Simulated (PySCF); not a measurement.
Input file:

```
{"job": {"kind": "nmr", "xc": "PBE0", "basis": "pcSseg-1"}, "charge": 0, "multiplicity": 1}
C      1.140496    -1.272347    -1.680424
C      0.991920    -0.173903    -0.678035
C     -0.085051     0.122834     0.051073
C     -1.411370    -0.576785     0.091363
C     -1.558515    -1.297858     1.431426
C     -2.535996     0.439756    -0.094065
P      0.175536     1.560346     1.172267
C      2.006498     1.421432     0.873968
C      2.181034     0.731468    -0.477352
H      0.199700    -1.778603    -1.875088
H      1.521131    -0.867506    -2.617980
H      1.860457    -2.008488    -1.321204
H     -1.467023    -1.315433    -0.715161
H     -0.777979    -2.046516     1.549817
H     -1.473827    -0.578106     2.244590
H     -2.526920    -1.788870     1.499346
H     -2.434034     0.949795    -1.049797
H     -2.494099     1.183316     0.701991
H     -3.506777    -0.049830    -0.061439
H     -0.040847     2.526795     0.166187
H      2.415098     0.796706     1.674783
H      2.493579     2.395704     0.929217
H      3.117728     0.172049    -0.524560
H      2.197525     1.473805    -1.283367
```

Launched as:

```sh
OMP_NUM_THREADS=1 python probes_run.py task.json out
```

Geometry: GFN2-xTB.

All numbers below come from PySCF 2.14.0, PBE0/pcSseg-1, SCF density, gas phase, non-relativistic.

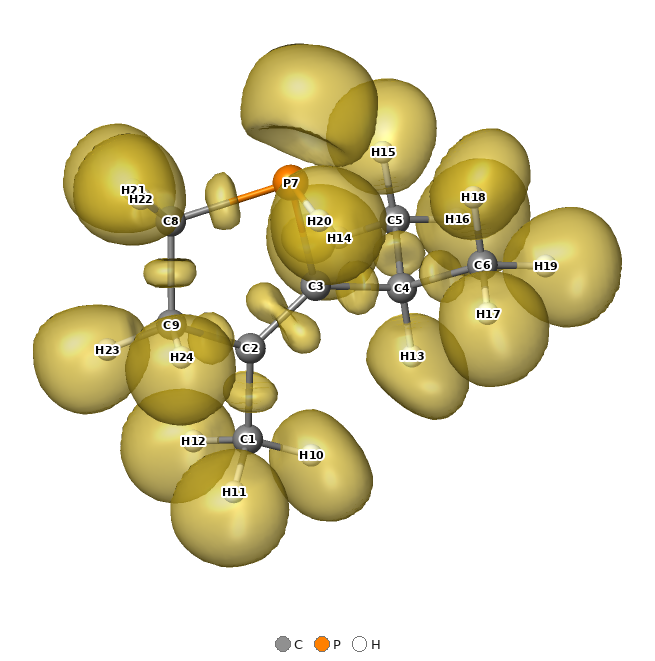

C₈H₁₅P. Isosurface of the electron localisation function at 0.85 (yellow), seen at a tilt. Only the valence region is drawn (cores and ρ < 0.01 e/Å³ removed).

Q: What do the ELF domains correspond to?

A: The surface consists of seven regions between bonded C–C atoms (shared pairs), two regions between bonded C–P atoms (shared pairs), 15 regions around hydrogen nuclei and one lobe on P, pointing away from the bonds (lone pairs). Profiles from the grid: C–C (1.33 Å): the ELF peaks at about 0.90 between the atoms: a short, multiple covalent bond. C–P (1.84 Å): the ELF peaks at about 0.95 between the atoms (localised, covalent bonding).
